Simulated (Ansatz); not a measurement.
AlMoAs3

```yaml
crystal:
  lattice:
    - [-0.12036, -0.59592, -4.79129]
    - [-0.62319, 4.90552, 0.59659]
    - [9.16493, -1.22553, 0.25137]
  atoms:
    - { symbol: Al, position: [0.94496, 0.15757, 0.90405] }
    - { symbol: Mo, position: [0.61997, 0.47643, 0.25624] }
    - { symbol: As, position: [0.54477, 0.46318, 0.99366] }
    - { symbol: As, position: [0.72526, 0.01607, 0.31101] }
    - { symbol: As, position: [0.09124, 0.28650, 0.18155] }
    - { symbol: Al, position: [0.89885, 0.04664, 0.57253] }
    - { symbol: Mo, position: [0.31297, 0.44001, 0.74513] }
    - { symbol: As, position: [0.50948, 0.51840, 0.51178] }
    - { symbol: As, position: [0.45229, 0.96257, 0.72285] }
    - { symbol: As, position: [0.88506, 0.62462, 0.80708] }
```

Space group P1; a structure from a database of computed crystals, not necessarily the ambient phase; started from the KZnF3-221 prototype, which need not be the ambient phase; changed on purpose from its base cell (shaken); computed without spin polarisation.

Theory: DFT, PBEsol, plane waves, PAW in Ansatz.

Question: What will maps of the valence pseudo-density and electron localisation function show?

Answer: Mo–As (2.47 Å): the density is about 0.54 e/Å³ at the midpoint; the ELF is about 0.40 at the midpoint.

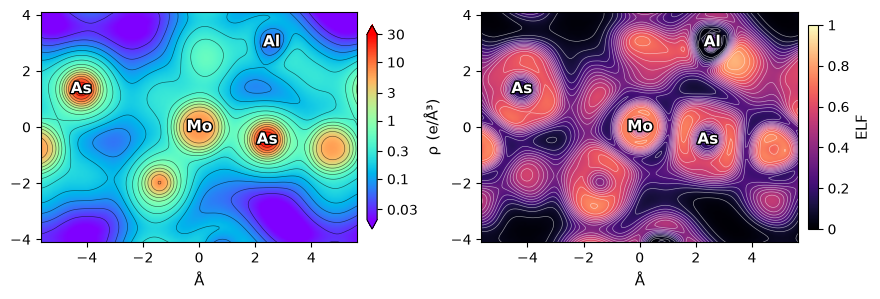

Computed valence pseudo-density and electron localisation function on the (111) plane of the conventional cell, in this order. Atoms just off the plane (Mo, 0.4 Å away and As, 0.5 Å away) can leave unmarked features too.

Core electrons are frozen (PAW), and the valence fields are smoothed inside the atomic spheres.
